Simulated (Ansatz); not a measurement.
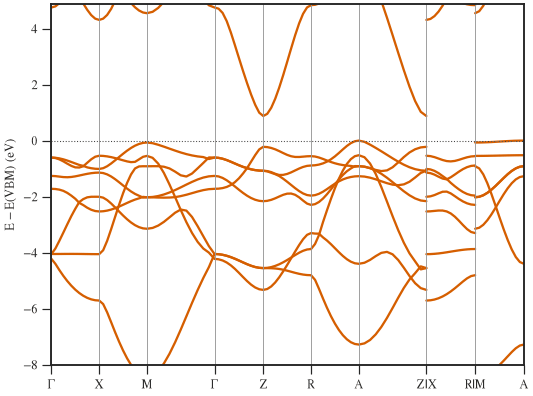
Figure: Band structure from r²SCAN in the plane-wave PAW code Ansatz

Problem. Read off the gap and where the band edges lie.

Solution. About 0.9 eV (0.88 eV by a search for the band edges); maximum at A, minimum at Z.

Problem. Pick the material that matches.
A. BaTiO3, P4mm (Ba on 1b, Ti on 1a, O on 2c, O on 1a)
B. BaGaHO2, P4/mmm (Ba on 1d, Ga on 1a, O on 2f, H on 1b)
C. YSiNO2, P4/mmm (Y on 1b, Si on 1c, N on 1d, O on 2f)
D. B2CO, P-4m2 (B on 2g, C on 1a, O on 1c)

Solution. B, BaGaHO2, P4/mmm (Ba on 1d, Ga on 1a, O on 2f, H on 1b)

The start of the workflow was typed in or built on a structure type; neither database checked (COD, Materials Project) lists it. Whether it is the stable phase at ambient conditions was not checked. The cell was relaxed with r²SCAN under the symmetry of its start; whether a distortion lowers the energy is not shown. Spin–orbit coupling is left out wherever it is not named.

Potentials: the earlier of the program's two PAW sets.
